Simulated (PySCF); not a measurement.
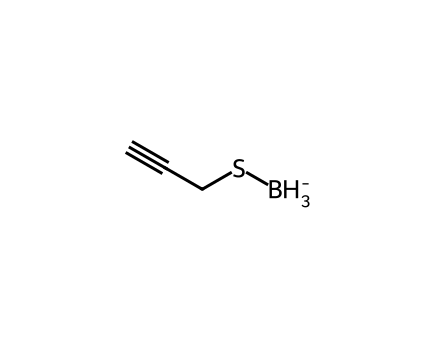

State: charge −1, singlet. The geometry was computed by an optimisation with GFN2-xTB. No frequency run is at hand to confirm it as a minimum. Properties computed with PBE0/pcSseg-1, gas phase (PySCF 2.14.0).

What does the calculation give?

The species is C₃H₆BS⁻ (`[BH3-]SCC#C`).
- HOMO energy (Kohn–Sham orbital): −0.93 eV

The geometry is semi-empirical. Around B such bond lengths and angles can be off by a tenth of an ångström or more and by several degrees, and values that hang on the shape move with them.
